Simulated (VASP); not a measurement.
## HfTiSi2: structure and properties in VASP

Aim: relax HfTiSi2, then compute properties on the relaxed cell. The steps: rough relaxation of the start cell, full relaxation (PBE + D4), density, ELF and potential (PBE + D4), bands along the symmetry lines (PBE + D4), total and projected DOS (PBE + D4), volume scan with PBE + D4, fit for PBE + D4, electric field gradients (PBE + D4) and vibrations at Γ (PBE + D4). The cell is invented: it takes the structure of a Materials Project entry for ZrTiC2 (space group 166 there), with some of its atoms replaced by other elements, volume scaled by an estimate. It may not be a known or stable phase. The atoms of the start are displaced at random from the sites of a R-3m cell.

Main program and level: VASP 6.6.1; PBE with D4; plane waves and PAW (Hf_pv, Ti_sv, Si); invented cell.

## Step 1: Starting point

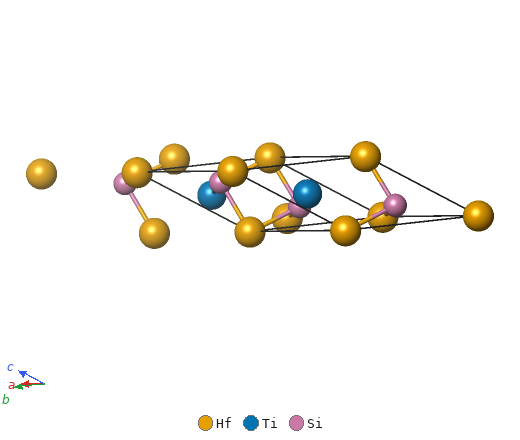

The starting structure, seen from a free direction (hafnium orange, titanium blue, silicon pink). 2×1×1 cells are drawn. Bonds to atoms that aren't drawn are left out. Some periodic images of atoms are drawn too.

## Step 2: Rough relaxation of the start cell

The start is only an estimate, so a cheap relaxation brings it near a minimum before any careful run. PBE, the usual starting point, adds the gradient of the density. A dispersion term adds the long-range attraction that semilocal functionals lack. D4 lets the coefficients depend on atomic charges too.

Input file INCAR:

```
SYSTEM = HfTiSi2
PREC = Normal
ENCUT = 400
EDIFF = 1E-05
NELM = 60
ISMEAR = 0
SIGMA = 0.05
LREAL = .FALSE.
ALGO = Fast
GGA = PE
IVDW = 13
NBANDS = 21
LORBIT = 11
LWAVE = .FALSE.
LCHARG = .FALSE.
KPAR = 2
IBRION = 2
NSW = 40
ISIF = 3
EDIFFG = -0.04
```

Input file POSCAR:

```
HfTiSi2
1.0
    1.7249430000      0.9958970000      5.5883280000
   -1.7249430000      0.9958970000      5.5883280000
    0.0000000000     -1.9917930000      5.5883280000
Hf Ti Si
1 1 2
Direct
   -0.0016430000      0.0069840000     -0.0077660000
    0.4983170000      0.5031200000      0.4993900000
    0.2534290000      0.2430420000      0.2353960000
    0.7534110000      0.7501550000      0.7620720000
```

Input file KPOINTS:

```
Automatic mesh
0
Gamma
6 6 6
0 0 0
```

Potentials, in the order of the species: Hf_pv, Ti_sv and Si (PBE family, release 64).

Started as:

```
mpirun -np 2 vasp_std
```

Log:

```text
[banner, memory and clock lines left out]
running    2 mpi-ranks, on    1 nodes
[...]
LDA part: xc-table for (Slater+PW92), standard interpolation
 POSCAR, INCAR and KPOINTS ok, starting setup
[...]
entering main loop
       N       E                     dE             d eps       ncg     rms          rms(c)
DAV:   1     0.202861441603E+03    0.20286E+03   -0.13027E+04  4744   0.123E+03
DAV:   2    -0.117226009473E+02   -0.21458E+03   -0.20631E+03  4950   0.360E+02
DAV:   3    -0.309052101399E+02   -0.19183E+02   -0.18727E+02  8209   0.861E+01
DAV:   4    -0.318028135573E+02   -0.89760E+00   -0.89331E+00  6059   0.160E+01
[...]
RMM:  12    -0.291849415636E+02   -0.43672E-02   -0.44370E-02  6615   0.101E+00    0.248E-01
RMM:  13    -0.291855898432E+02   -0.64828E-03   -0.15239E-02  6481   0.844E-01    0.712E-02
RMM:  14    -0.291866404413E+02   -0.10506E-02   -0.12078E-02  6424   0.465E-01    0.111E-01
WARNING in EDDRMM: call to ZHEGV failed, returncode =   8  4      5
RMM:  15    -0.291871206502E+02   -0.48021E-03   -0.50370E-03  6523   0.307E-01    0.141E-01
RMM:  16    -0.291874375103E+02   -0.31686E-03   -0.32411E-03  5859   0.214E-01    0.220E-01
RMM:  17    -0.291876082855E+02   -0.17078E-03   -0.17913E-03  5841   0.169E-01    0.274E-01
RMM:  18    -0.291877093354E+02   -0.10105E-03   -0.10753E-03  5458   0.117E-01    0.302E-01
RMM:  19    -0.291877650505E+02   -0.55715E-04   -0.64378E-04  5111   0.933E-02    0.302E-01
RMM:  20    -0.291878021371E+02   -0.37087E-04   -0.42068E-04  4832   0.696E-02    0.319E-01
WARNING in EDDRMM: call to ZHEGV failed, returncode =   6  3     13
RMM:  21    -0.291878338602E+02   -0.31723E-04   -0.31484E-04  5323   0.782E-02    0.273E-01
RMM:  22    -0.291878730480E+02   -0.39188E-04   -0.23192E-04  5278   0.729E-02    0.265E-01
RMM:  23    -0.291878853800E+02   -0.12332E-04   -0.14283E-04  4008   0.405E-02    0.267E-01
RMM:  24    -0.291878848776E+02    0.50244E-06   -0.89076E-05  4049   0.356E-02
   1 F= -.30668903E+02 E0= -.30667831E+02  d E =-.306689E+02
[...]
WARNING in EDDRMM: call to ZHEGV failed, returncode =   8  4     14
[...]
|     The electronic self-consistency was not achieved in the given           |
[... from here on, the cycles between the ionic steps are left out ...]
   2 F= -.30515655E+02 E0= -.30515398E+02  d E =0.153249E+00
[...]
WARNING in EDDRMM: call to ZHEGV failed, returncode =   8  4      3
   3 F= -.31756872E+02 E0= -.31756250E+02  d E =-.108797E+01
   4 F= -.31758753E+02 E0= -.31758123E+02  d E =-.108985E+01
[...]
WARNING in EDDRMM: call to ZHEGV failed, returncode =   8  4      2
   5 F= -.31767437E+02 E0= -.31766879E+02  d E =-.868337E-02
[...]
WARNING in EDDRMM: call to ZHEGV failed, returncode =   6  3     11
WARNING in EDDRMM: call to ZHEGV failed, returncode =   6  3     11
[...]
WARNING in EDDRMM: call to ZHEGV failed, returncode =   8  4     15
   6 F= -.31772875E+02 E0= -.31772137E+02  d E =-.141216E-01
[...]
WARNING in EDDRMM: call to ZHEGV failed, returncode =   8  4      2
[...]
WARNING in EDDRMM: call to ZHEGV failed, returncode =   6  3     15
   7 F= -.31771179E+02 E0= -.31770644E+02  d E =-.124260E-01
   8 F= -.31774199E+02 E0= -.31773373E+02  d E =-.154456E-01
   9 F= -.31774311E+02 E0= -.31773573E+02  d E =-.155577E-01
[...]
hard stop encountered!  aborting job ...
[...]
|     The electronic self-consistency was not achieved in the given           |
[...]
soft stop encountered!  aborting job ...
  10 F= -.31791537E+02 E0= -.31790945E+02  d E =-.118374E-02
 deleting file STOPCAR
```

Wall time 17 min (2 MPI ranks of AMD EPYC 7R43, shared host); peak memory 0.42 GiB.

The logs omit lines about the potential files and the build; timing stands in the text.

The run was stopped at its time limit, by a STOPCAR file.

By then 9 ionic steps had been finished.

The next step goes on from the cell that it reached.

## Step 3: Full relaxation (PBE + D4)

Properties are meant for the cell that this level of theory prefers, so cell and atoms are relaxed first (ISIF = 3) until forces and stress are small; EDIFFG sets the threshold.

Input file INCAR:

```
SYSTEM = HfTiSi2
PREC = Accurate
ENCUT = 400
EDIFF = 1E-06
NELM = 100
ISMEAR = 0
SIGMA = 0.05
LREAL = .FALSE.
ALGO = Normal
GGA = PE
IVDW = 13
NBANDS = 21
LORBIT = 11
LWAVE = .FALSE.
LCHARG = .FALSE.
KPAR = 2
IBRION = 2
NSW = 60
ISIF = 3
EDIFFG = -0.01
```

Input file POSCAR:

```
HfTiSi2
1.0
    1.8698564986      1.0808318735      5.7243346127
   -1.8696716835      1.0816702508      5.7241571052
    0.0008193766     -2.1605250107      5.7239240407
Hf Ti Si
1 1 2
Direct
    0.0012924424      0.9996045808      0.9987917430
    0.5013302661      0.5000856238      0.4965739675
    0.2430094841      0.2456547358      0.2443306851
    0.7578818074      0.7579560597      0.7493956044
```

Input file KPOINTS:

```
Automatic mesh
0
Gamma
8 8 8
0 0 0
```

Started as:

```
mpirun -np 2 vasp_std
```

Log:

```text
[... set-up lines as in an earlier step ...]
 entering main loop
       N       E                     dE             d eps       ncg     rms          rms(c)
DAV:   1     0.190109055636E+03    0.19011E+03   -0.13016E+04 10968   0.119E+03
DAV:   2    -0.140702364684E+02   -0.20418E+03   -0.19667E+03 11505   0.345E+02
DAV:   3    -0.330870904496E+02   -0.19017E+02   -0.18604E+02 19367   0.834E+01
DAV:   4    -0.340142133637E+02   -0.92712E+00   -0.92331E+00 14174   0.159E+01
DAV:   5    -0.340574835645E+02   -0.43270E-01   -0.43261E-01 16653   0.319E+00    0.510E+01
DAV:   6    -0.315314914403E+02    0.25260E+01   -0.23829E+01 14471   0.372E+01    0.209E+01
DAV:   7    -0.329058603497E+02   -0.13744E+01   -0.34763E+01 15576   0.451E+01    0.262E+01
DAV:   8    -0.310139395644E+02    0.18919E+01   -0.49013E+00 14680   0.136E+01    0.111E+01
DAV:   9    -0.305533071487E+02    0.46063E+00   -0.19916E+00 15297   0.104E+01    0.127E+00
DAV:  10    -0.305589359190E+02   -0.56288E-02   -0.12066E-01 14005   0.215E+00    0.572E-01
DAV:  11    -0.305609058498E+02   -0.19699E-02   -0.19957E-02 15373   0.112E+00    0.609E-01
DAV:  12    -0.305592799566E+02    0.16259E-02   -0.57844E-03 14653   0.654E-01    0.122E-01
DAV:  13    -0.305592768843E+02    0.30723E-05   -0.25311E-04 13914   0.111E-01    0.300E-02
DAV:  14    -0.305592759763E+02    0.90798E-06   -0.17028E-05 15091   0.211E-02    0.131E-02
DAV:  15    -0.305592764660E+02   -0.48972E-06   -0.68982E-07  9015   0.727E-03
   1 F= -.31794940E+02 E0= -.31794405E+02  d E =-.317949E+02
 curvature:   0.00 expect dE= 0.000E+00 dE for cont linesearch  0.000E+00
 trial: gam= 0.00000 g(F)=  0.610E-02 g(S)=  0.886E-03 ort = 0.000E+00 (trialstep = 0.100E+01)
 search vector abs. value=  0.699E-02
 bond charge predicted
       N       E                     dE             d eps       ncg     rms          rms(c)
DAV:   1    -0.305774369021E+02   -0.18161E-01   -0.43092E-01 12904   0.853E+00    0.157E+00
DAV:   2    -0.305820841400E+02   -0.46472E-02   -0.15789E-01 15112   0.349E+00    0.913E-01
DAV:   3    -0.305701632135E+02    0.11921E-01   -0.58174E-02 14902   0.189E+00    0.352E-01
DAV:   4    -0.305693753892E+02    0.78782E-03   -0.41204E-03 15298   0.535E-01    0.125E-01
DAV:   5    -0.305694154250E+02   -0.40036E-04   -0.57729E-04 15893   0.116E-01    0.946E-02
DAV:   6    -0.305694545059E+02   -0.39081E-04   -0.62168E-05 14684   0.364E-02    0.470E-02
DAV:   7    -0.305694673450E+02   -0.12839E-04   -0.44905E-05 14824   0.360E-02    0.513E-03
DAV:   8    -0.305694677842E+02   -0.43923E-06   -0.52885E-06 13223   0.114E-02
   2 F= -.31798662E+02 E0= -.31798180E+02  d E =-.372214E-02
[...]
3 F= -.31798693E+02 E0= -.31798217E+02  d E =-.375274E-02
[...]
4 F= -.31799539E+02 E0= -.31799053E+02  d E =-.846346E-03
[...]
5 F= -.31799630E+02 E0= -.31799147E+02  d E =-.937163E-03
[...]
6 F= -.31799630E+02 E0= -.31799147E+02  d E =-.937230E-03
 curvature:  -0.51 expect dE=-0.802E-04 dE for cont linesearch -0.575E-09
 trial: gam= 0.05626 g(F)=  0.140E-03 g(S)=  0.160E-04 ort =-0.185E-05 (trialstep = 0.973E+00)
 search vector abs. value=  0.166E-03
 bond charge predicted
       N       E                     dE             d eps       ncg     rms          rms(c)
DAV:   1    -0.305656615293E+02   -0.28592E-03   -0.12541E-02 13856   0.172E+00    0.101E-01
DAV:   2    -0.305657872828E+02   -0.12575E-03   -0.17115E-03 12622   0.341E-01    0.484E-02
DAV:   3    -0.305657545597E+02    0.32723E-04   -0.22014E-04 14996   0.127E-01    0.283E-02
DAV:   4    -0.305657487709E+02    0.57888E-05   -0.20715E-05 16804   0.399E-02    0.114E-02
DAV:   5    -0.305657485626E+02    0.20830E-06   -0.30773E-06 13475   0.111E-02
   7 F= -.31799706E+02 E0= -.31799234E+02  d E =-.762807E-04
 trial-energy change:   -0.000076  1 .order   -0.000079   -0.000152   -0.000007
 step:   1.0184(harm=  1.0184)  dis= 0.00115  next Energy=   -31.799709 (dE=-0.794E-04)
 reached required accuracy - stopping structural energy minimisation
```

The job ended after 22 min (2 MPI ranks; peak memory 0.86 GiB; 44 min of CPU time).

Parts of OUTCAR (step 3):

```text
ion  position               nearest neighbor table
   1  0.001  1.000  0.999-   4 2.63   3 2.64   3 2.64   4 2.64   4 2.65   3 2.65
   2  0.501  0.500  0.497-   4 2.53   3 2.54   4 2.54   3 2.55   4 2.55   3 2.55
   3  0.243  0.246  0.244-   2 2.54   2 2.55   2 2.55   1 2.64   1 2.64   1 2.65
   4  0.758  0.758  0.749-   2 2.53   2 2.54   2 2.55   1 2.63   1 2.64   1 2.65

  LATTYP: Found a triclinic cell.
 ALAT       =     3.7430691917
 B/A-ratio  =     1.9164779413
 C/A-ratio  =     0.9990540086
 COS(alpha) =     0.0001856863
 COS(beta)  =     0.4999153856
 COS(gamma) =     0.5220903959

 Subroutine GETGRP returns: Found  1 space group operations
 (whereof  1 operations were pure point group operations)

The static configuration has the point symmetry C_1 .

 Found    260 irreducible k-points:

   k-points           NKPTS =    260   k-points in BZ     NKDIM =    260   number of bands    NBANDS=     21

   dimension x,y,z NGX =    40 NGY =   40 NGZ =   40
   dimension x,y,z NGXF=    80 NGYF=   80 NGZF=   80

   ENCUT  =  400.0 eV  29.40 Ry    5.42 a.u.   9.98  9.98  9.98*2*pi/ulx,y,z

   NELECT =      30.0000    total number of electrons

 k-points in reciprocal lattice and weights: Automatic mesh
   0.00000000  0.00000000  0.00000000       0.002
   0.12500000  0.00000000  0.00000000       0.004
   0.25000000  0.00000000  0.00000000       0.004
   0.37500000 -0.00000000  0.00000000       0.004
   0.50000000  0.00000000  0.00000000       0.002
  -0.00000000  0.12500000  0.00000000       0.004
   0.12500000  0.12500000  0.00000000       0.004
   0.25000000  0.12500000  0.00000000       0.004
   0.37500000  0.12500000  0.00000000       0.004
[...]
0.37500000  0.50000000  0.50000000       0.004
   0.50000000  0.50000000  0.50000000       0.002

 average (electrostatic) potential at core
       1 -34.9586       2 -73.5895       3 -81.2027       4 -81.2031

 E-fermi :   7.3276

 k-point     1 :       0.0000    0.0000    0.0000
  band No.  band energies     occupation
    ...
     10       2.0349      2.00000
     11       5.0730      2.00000
     12       5.0737      2.00000
     13       7.1895      1.99991
     14       7.1902      1.99990
     15       7.7833      0.00000
     16       7.9976      0.00000
     17       7.9977      0.00000
     18      10.0115      0.00000
     19      10.0124      0.00000
    ...

 k-point     2 :       0.1250    0.0000    0.0000
  band No.  band energies     occupation
    ...
     11       4.9419      2.00000
     12       5.1831      2.00000
     13       6.7353      2.00000
     14       7.0205      2.00000
     15       7.1238      2.00000
     16       7.8361      0.00000
     17       8.0450      0.00000
     18       9.5992      0.00000
     19       9.6638      0.00000
     20      10.2527      0.00000
    ...

 k-point     3 :       0.2500    0.0000    0.0000
  band No.  band energies     occupation
    ...
     11       4.5721      2.00000
     12       5.4385      2.00000
     13       5.4471      2.00000
     14       6.1555      2.00000
     15       6.5942      2.00000
     16       7.9793      0.00000
     17       8.4028      0.00000
     18       9.2912      0.00000
     19       9.5499      0.00000
     20       9.8283      0.00000
    ...

  DFT-D4 for vdW energy calculation

  Edisp (eV):   -1.23396

  Total       0.01271     0.01333    -0.01280     0.00092    -0.00205    -0.00059
  in kB       0.29307     0.30739    -0.29516     0.02129    -0.04717    -0.01368
  external pressure =        0.10 kB  Pullay stress =        0.00 kB

  energy-cutoff  :      400.00
  volume of cell :       69.50
      direct lattice vectors                 reciprocal lattice vectors
     1.870933504  1.080320069  5.732202047     0.267269817  0.154309045  0.058136958
    -1.870670442  1.080462592  5.732129937    -0.267260303  0.154288536  0.058153088
     0.000255858 -2.160041721  5.732078301    -0.000012876 -0.308602303  0.058164969

 POSITION                                       TOTAL-FORCE (eV/Angst)
 -----------------------------------------------------------------------------------
      0.00040     -2.15241      5.72599        -0.001283      0.001659      0.003785
      0.00043      0.00811      8.59265        -0.001496      0.000426     -0.005197
      0.00014      0.00788      4.18612         0.001690     -0.000041     -0.000934
      0.00045      0.00842     12.99848         0.001089     -0.002044      0.002346
 -----------------------------------------------------------------------------------
    total drift:                                0.000348     -0.000246     -0.000026

  FREE ENERGIE OF THE ION-ELECTRON SYSTEM (eV)
  ---------------------------------------------------
  free  energy   TOTEN  =       -31.7997063467 eV

  energy  without entropy=      -31.7987621583  energy(sigma->0) =      -31.79923425

 reached required accuracy - stopping structural energy minimisation

 total charge
# of ion       s       p       d       tot
------------------------------------------
    1        0.292   6.410   1.684   8.386
    2        2.169   6.132   2.002  10.303
    3        0.797   0.975   0.000   1.772
    4        0.797   0.975   0.000   1.772
--------------------------------------------------
tot          4.056  14.491   3.686  22.233

[... 3 further parts left out ...]
```

Harder data sets than Hf_pv exist (the GW ones), and pressures, volumes and forces can shift noticeably with them. Dispersion corrections of this kind ignore metallic screening and tend to overbind metals.

The steps of the relaxation:

```csv
step,energy less that of the first step (eV),largest force (eV/Å),pressure (GPa),volume (Å³)
1,0.0000,0.2246,0.35,69.39
2,-0.0037,0.0864,-0.44,69.77
3,-0.0038,0.0745,-0.51,69.82
4,-0.0046,0.0342,0.21,69.37
5,-0.0047,0.0297,0.05,69.47
6,-0.0047,0.0293,0.04,69.48
7,-0.0048,0.0054,0.01,69.50
```

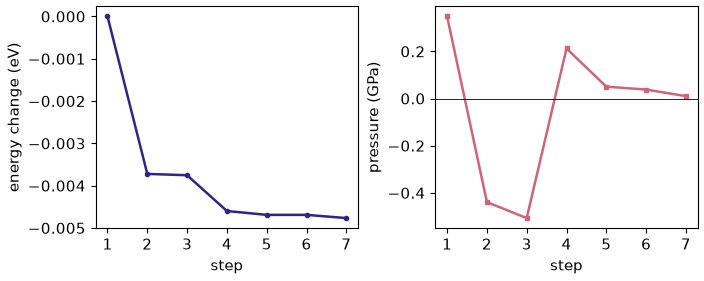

Energy and pressure along the relaxation.

```csv
cell as run,before,after,change
a (Å),6.118,6.126,+0.1 %
b (Å),6.118,6.126,+0.1 %
c (Å),6.118,6.126,+0.1 %
α (°),35.62,35.57,-0.2 %
β (°),35.61,35.56,-0.1 %
γ (°),35.59,35.56,-0.1 %
volume (Å³/atom),17.35,17.37,+0.2 %
```

The atoms that moved most (Å, as changes of fractional coordinates times the final cell):

```csv
atom,dx,dy,dz,length
Si3,0.005,0.008,-0.016,0.018
Si4,0.000,-0.011,0.014,0.017
Hf1,-0.003,0.004,-0.004,0.007
Ti2,-0.002,-0.001,0.006,0.006
```

The relaxed structure:

```xyz
4
Lattice="1.8709 1.0803 5.7322 -1.8707 1.0805 5.7321 0.0003 -2.1600 5.7321" Properties=species:S:1:pos:R:3 pbc="T T T"
Hf   -1.8703   -1.0719   11.4581
Ti    0.0004    0.0081    8.5927
Si    0.0001    0.0079    4.1861
Si    0.0005    0.0084   12.9985
```

This step gave:

```
electrons                       : 30
bands                           : 21
irreducible k-points            : 260
symmetry operations             : 1
free energy (TOTEN)             : -31.80 eV
energy at zero smearing         : -31.80 eV
Fermi energy                    : 7.328 eV
pressure                        : 0.01018 GPa
metallic                        : yes
SCF cycles over all ionic steps : 53
```

It ends with a largest force of 0.005 eV/Å and a pressure of 0.01 GPa.

(Part 1 of 5 ends here.)

[Lines on the potential files, build, host, timing and source positions are cut from VASP's logs without a mark.]

[Logs are printed without paths, hosts, clocks, repeated set-up lines and the standing remarks that a program may print on its own settings, such as how far it seeks lower states.]

[Hosts, paths, dates, database ids (printed as entryN), source tags and the programs' standing remarks are cut or masked in the printed files.]

[A measured line is paired with the nearest computed mode of its activity, which favours agreement.]

[In band tables of VASP the shares of atoms and orbitals are scaled to a sum of 1 inside the atoms' spheres.]
